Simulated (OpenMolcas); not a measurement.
# One shape, several levels: doublet InPH4O+

Aim: a comparison of 6 runs (UHF/3-21G, UHF/def2-SVPD, U-r2SCAN/def2-SVPD, UB3LYP/def2-SVPD, UBLYP/def2-SVPD, UM06-L/def2-SVPD) of doublet InPH4O+. 

The calculation is run with OpenMolcas 26.06.

## 1. The structure to begin with

InPH4O+: 7 atoms, total charge +1, spin state doublet. As SMILES of the parent species, `O[PH][InH2]`. The shape is that of a PBE0-D4/def2-TZVP optimisation. This is one conformer, not always the lowest. That shape belongs to the parent species and isn't relaxed for this state.

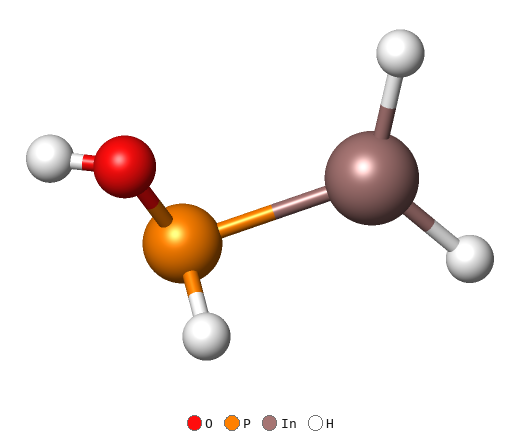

The structure, seen from a chosen angle (oxygen red, phosphorus orange, indium brown, hydrogen white).

## 2. A single-point energy at UHF/3-21G (run 1)

The input, test.inp:

```
* H4InOP Hartree-Fock
>>> EXPORT MOLCAS_PRINT=2

&GATEWAY
  BasLib=$CurrDir
  BasisSet
  O.3-21G....
  O1 -1.844500 0.146900 0.079200 angstrom
  End of Basis
  BasisSet
  P.3-21G....
  P2 -0.622800 -0.370000 -0.935500 angstrom
  End of Basis
  BasisSet
  In.3-21G....
  In3 1.396900 0.365900 0.345900 angstrom
  End of Basis
  BasisSet
  H.3-21G....
  H4 -2.634300 0.311800 -0.441900 angstrom
  H5 -0.483700 -1.722100 -0.492200 angstrom
  H6 1.278200 1.623200 1.518000 angstrom
  H7 2.910100 -0.355700 -0.073500 angstrom
  End of Basis

&SEWARD

&SCF
  UHF
  Charge=1
  Spin=2
  Thresholds=1e-10 1e-07 1e-07 1e-05
  PrOrbitals=1 2
```

The basis set 3-21G is read from a file made from the Basis Set Exchange's data (not shown).

The run is started by

```bash
$ export MOLCAS_MEM=1860
$ pymolcas test.inp > test.log
```

What it wrote:

```text
--- Start Module: gateway ---
[...]
--- Stop Module: gateway /rc=_RC_ALL_IS_WELL_ ---
--- Start Module: seward ---
[...]
      Basis functions           61
--- Stop Module: seward /rc=_RC_ALL_IS_WELL_ ---
[...]
--- Start Module: scf ---
[...]
       Convergence after  22 Iterations
[...]
::    Total SCF energy                              -6130.1721934538
[...]
      Total spin, S                                     0.5040422275
[...]
      Total electronic charge=   75.000000
      Total            charge=    1.000000
[...]
      Dipole Moment (debye):
      Origin of the operator (angstrom)=    0.6799    0.1976    0.0756
                   X= -3.5785E+00               Y= -1.6648E+00               Z= -3.5038E+00           Total=  5.2777E+00
      Center of Charge (angstrom)
[...]
--- Stop Module: scf /rc=_RC_ALL_IS_WELL_ ---
[...]
```

Run time: 6 s. Hardware: 1 thread of Intel Xeon Platinum 8259CL at 2.50GHz (Skylake/Cascade Lake), shared host; peak memory 0.4 GiB.

## 3. The energy at UHF/def2-SVPD (core potential) (run 2)

The input, mol.input:

```
&GATEWAY
BASLIB = $CurrDir
COORD
7
angstrom
O       -1.844500       0.146900       0.079200
P       -0.622800      -0.370000      -0.935500
In       1.396900       0.365900       0.345900
H       -2.634300       0.311800      -0.441900
H       -0.483700      -1.722100      -0.492200
H        1.278200       1.623200       1.518000
H        2.910100      -0.355700      -0.073500
BASIS = def2-SVPD
GROUP = NoSym
&SEWARD
&SCF
UHF
CHARGE = 1
SPIN = 2
THRESHOLDS = 1e-10 1e-07 1e-07 1e-05
PRORBITALS = 1 1
```

The basis set def2-SVPD is read from a file made from the Basis Set Exchange's data (not shown).

The run is started by

```bash
$ export MOLCAS_MEM=1860
$ pymolcas mol.input > mol.log
```

What it wrote:

```text
--- Start Module: gateway ---
[...]
--- Stop Module: gateway /rc=_RC_ALL_IS_WELL_ ---
--- Start Module: seward ---
[...]
      Basis functions          111
--- Stop Module: seward /rc=_RC_ALL_IS_WELL_ ---
[...]
--- Start Module: scf ---
[...]
       Convergence after  22 Iterations
[...]
::    Total SCF energy                               -606.6721028238
[...]
      Total spin, S                                     0.5104756559
[...]
      Total electronic charge=   47.000000
      Total            charge=    1.000000
[...]
      Dipole Moment (debye):
      Origin of the operator (angstrom)=    0.6799    0.1976    0.0756
                   X= -3.7235E+00               Y= -1.6568E+00               Z= -3.1294E+00           Total=  5.1383E+00
      Center of Charge (angstrom)
[...]
--- Stop Module: scf /rc=_RC_ALL_IS_WELL_ ---
[...]
```

Run time: 26 s. Hardware: 1 thread of Intel Xeon Platinum 8259CL at 2.50GHz (Skylake/Cascade Lake), shared host; peak memory 0.66 GiB.

Runs 3 to 5 aren't shown in full; the table further down has their settings and results.

## 4. The energy at UM06-L/def2-SVPD (core potential) (run 6)

The input, input.xyz:

```xyz
7

O     -1.844500     0.146900     0.079200
P     -0.622800    -0.370000    -0.935500
In     1.396900     0.365900     0.345900
H     -2.634300     0.311800    -0.441900
H     -0.483700    -1.722100    -0.492200
H      1.278200     1.623200     1.518000
H      2.910100    -0.355700    -0.073500
```

The input, test.input:

```
&GATEWAY
  BasLib=$CurrDir
  Coord=input.xyz
  Basis=def2-SVPD
  Group=NoSym

&SEWARD
  GridInput
  Grid=UltraFine
  End of Grid

&SCF
  UHF
  Charge=1
  Spin=2
  KSDFT=M06L
  Thresholds=1e-10 1e-07 1e-07 1e-05
  PrOrbitals=1 1
```

The basis set def2-SVPD is read from a file made from the Basis Set Exchange's data (not shown).

The run is started by

```bash
$ export MOLCAS_MEM=1860
$ pymolcas test.input > test.log
```

What it wrote:

```text
--- Start Module: gateway ---
[...]
--- Stop Module: gateway /rc=_RC_ALL_IS_WELL_ ---
--- Start Module: seward ---
[...]
      Basis functions          111
--- Stop Module: seward /rc=_RC_ALL_IS_WELL_ ---
[...]
--- Start Module: scf ---
[...]
       Convergence after  25 Iterations
[...]
::    Total KS-DFT energy                            -608.7526029465
[...]
      Total spin, S                                     0.5022489061
[...]
      Total electronic charge=   47.000000
      Total            charge=    1.000000
[...]
      Dipole Moment (debye):
      Origin of the operator (angstrom)=    0.6799    0.1976    0.0756
                   X= -3.1878E+00               Y= -1.1992E+00               Z= -2.2992E+00           Total=  4.1093E+00
      Center of Charge (angstrom)
[...]
--- Stop Module: scf /rc=_RC_ALL_IS_WELL_ ---
[...]
```

Wall time 2.9 min (1 thread of Intel Xeon Platinum 8259CL at 2.50GHz (Skylake/Cascade Lake), shared host); peak memory 0.66 GiB.

## 5. Overview of the runs

| run | level | integration grid | energy (Eh) | HOMO energy (eV) | LUMO energy (eV) | ⟨S²⟩ | wall time |
| --- | --- | --- | --- | --- | --- | --- | --- |
| 1 | UHF/3-21G | – | -6130.172193 | -15.83 | -6.87 | 0.758 | 6 s |
| 2 | UHF/def2-SVPD (core potential) | – | -606.672103 | -15.77 | -6.73 | 0.771 | 26 s |
| 3 | U-r2SCAN/def2-SVPD (core potential) | UltraFine | -608.626573 | -12.41 | -11.11 | 0.758 | 3 min |
| 4 | UB3LYP/def2-SVPD (core potential) | UltraFine | -608.708207 | -13.07 | -10.79 | 0.755 | 2.5 min |
| 5 | UBLYP/def2-SVPD (core potential) | UltraFine | -608.561084 | -12.08 | -11.23 | 0.753 | 2.4 min |
| 6 | UM06-L/def2-SVPD (core potential) | UltraFine | -608.752603 | -12.28 | -11.22 | 0.755 | 2.9 min |

## 6. Results

| quantity | value |
| --- | --- |
| run 6: total energy | -608.75260 Eh |
| run 6: HOMO energy (highest over α and β) | -12.28 eV |
| run 6: LUMO energy (lowest over α and β) | -11.22 eV |
| run 6: ⟨S²⟩ | 0.755 |

In words: Totals of different functionals can't be ranked against each other. Some runs of one species differ in core potentials or relativity; totals across that change don't compare. In run 1 relativity is left out where basis or elements ask for it. All runs together took 11 min, the longest 3 min.
